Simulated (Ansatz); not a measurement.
# Y (P6_3/mmc): a Bloch–Grüneisen fit of the computed resistivity

Can the computed ρ(T) of Y (P6_3/mmc) be held by the Bloch–Grüneisen form, and does the fit predict a row it has not seen?

The resistivities were computed with Ansatz 0.2.0 (DFT PBE, scalar-relativistic, plane waves, PAW; PAW set soft_1) from the linearised Boltzmann equation with harmonic phonons, on q 6×6×3, k 18×18×9, scattering 36×36×20; the fit below is done by hand on them.

**What experiment says.**

“CRC Handbook of Chemistry and Physics, 84th edition, Electrical Resistivity of Pure Metals” (2003, CRC Press, section 12, read from Wikipedia's data page) quotes from earlier work for Y (bulk crystal): resistivity at 295 K 59.6 μΩ cm.

## Step 1: Computed resistivities

Symmetry: P6_3/mmc, No. 194, hexagonal system. Conventional cell: a = 3.658 Å, b = 3.658 Å, c = 5.668 Å, α = 90.00°, β = 90.00°, γ = 120.00°. Y on site c is surrounded by 12 Y at 3.53 to 3.66 Å.

This is the relaxed cell of the run, from steps not shown here.

The mean resistivity of the three axes from 50 to 800 K, with one row held back; the colder rows stay outside the fit and test it at the end:

| T (K) | ρ (μΩ cm) |
| --- | --- |
| 50 | 4.561 |
| 80 | 11.24 |
| 100 | 15.58 |
| 150 | 25.84 |
| 200 | 35.69 |
| 273 | 49.89 |
| 300 | 55.14 |
| 400 | 74.7 |
| 500 | 94.47 |
| 600 | ? |
| 800 | 154.4 |

## Step 2: Model and fit

Bloch and Grüneisen's form is ρ(T) = A (T/Θ)⁵ J₅(Θ/T), with J₅(z) the integral of x⁵/((eˣ − 1)(1 − e⁻ˣ)) from 0 to z. It goes as T⁵ far below Θ and as A T/(4Θ) far above. For a trial Θ the best A is the geometric mean of ρ/[(T/Θ)⁵ J₅] over the rows, and the scatter of that ratio measures the fit:

```
Θ (K)  A (μΩ cm)  scatter (%)
  116      80.39         13.2
  156      112.8          7.0
  174      128.6          3.8
  194      147.3          0.9
  214      167.3          4.3
  242      197.6         10.4
  292      259.7         21.8
```

The scatter is least at Θ = 194 K, with A = 147.3 μΩ cm (0.9 % r.m.s.).

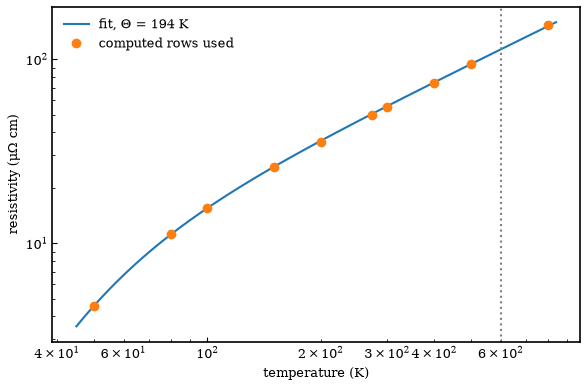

The fit through the rows used; the dotted line marks the temperature held back.

## Step 3: The row held back

At T = 600 K, Θ/T = 0.323, J₅ = 0.002717 and (T/Θ)⁵ = 283.0, so the fit gives 113.2 μΩ cm. The computed value is 114.5 μΩ cm: the fit is off by -1.09 %. Outside its range, at 20 K, it gives 0.197 against 0.182 μΩ cm computed, 1.09 times that; at that temperature the run's own test moves by 3 % between meshes in the component that moves most. Among the rows used, the largest miss is -2.0 %, at 800 K.

## Step 4: What the two numbers mean

Θ = 194 K is 1.49 times ħω_log/k_B (130 K) and 0.89 of the highest phonon frequency (219 K). The high-temperature slope of the fit, A/(4Θ), is 0.190 μΩ cm/K. The same slope from the run's transport coupling and plasma energy, 2π k_B λ_tr/(ħ ε₀ ω_p²) with λ_tr = 0.634 and ħω_p = 3.29, 3.29, 4.95 (xx, yy, zz) eV, is 0.192 μΩ cm/K in the mean of the axes, +1.2 % from it. For comparison, the computed rows rise by 0.200 μΩ cm/K between the two hottest.

## Step 5: Outcome

```yaml
theta: 194 K
a: 147.3 μΩ cm
scatter_of_the_fit: 0.9 %
held_back_row_at_600_k_fit_against_computed: 113.2 against 114.5 μΩ cm
```

Two numbers, Θ = 194 K and A = 147 μΩ cm, hold the computed ρ(T) from 50 to 800 K within 0.91 % r.m.s. and predict the held-back row within 1.09 %. The mean hides an anisotropy: at 300 K the components are 67.9, 67.9, 29.6 (xx, yy, zz) μΩ cm. The fit describes the calculation: impurities, thermal expansion, changes of phase and anharmonicity are in neither.

Comparison with the measured values:

```
                                                                                                              quantity  measured  q 6×6×3, fine 36×36×20
resistivity at 295 K (computed: phonon part alone; the measured value holds the sample's residual resistivity) (μΩ cm)      59.6          54.17 (-9.1 %)
```

Measured values from CRC Press, section 12, read from Wikipedia's data page (2003).

Verdict: The resistivity at 295 K is off by -9.1 %: fair agreement.

[Logs are printed without paths, hosts, clocks, repeated set-up lines and the standing remarks that a program may print on its own settings, such as how far it seeks lower states.]

[Hosts, paths, dates, database ids (printed as entryN), source tags and the programs' standing remarks are cut or masked in the printed files.]
